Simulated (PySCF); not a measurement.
```yaml
atoms:
  - { symbol: N, position_ang: [-0.2320, 0.1094, -0.0961] }
  - { symbol: H, position_ang: [0.3618, -0.1558, -0.8722] }
  - { symbol: H, position_ang: [0.3013, 0.7472, 0.4819] }
  - { symbol: H, position_ang: [-0.3931, -0.7257, 0.4534] }
```

Geometry: PBE0-D3(BJ)/def2-TZVP.

These are results of PySCF 2.14.0, PBE0/pcSseg-2, SCF density, gas phase, non-relativistic, not measurements.

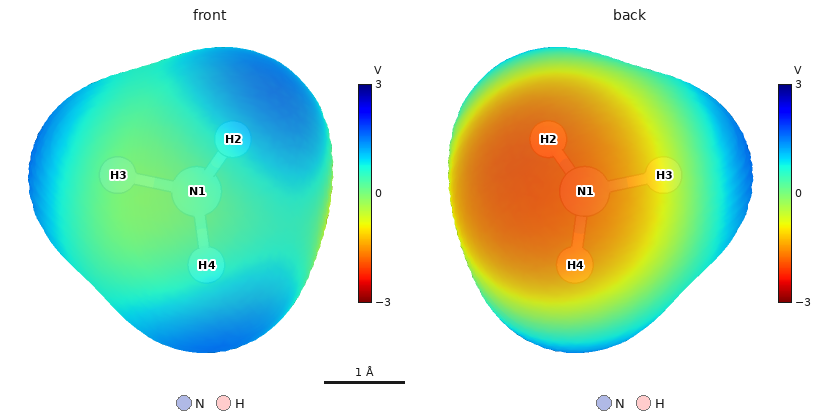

NH3 (SMILES N). The molecular electrostatic potential painted on the density surface at 0.002 e/bohr³, seen from the front and from behind; red is negative and blue positive.

Where is the surface potential most negative and most positive?

Answer. The most negative region (about −2.0 V) lies over N1, the most positive (about +1.6 V) over H2, H3 and H4. N1 is the likeliest acceptor of a hydrogen bond.

How polar is the molecule by this calculation?

Answer. Its dipole moment is 1.62 D.
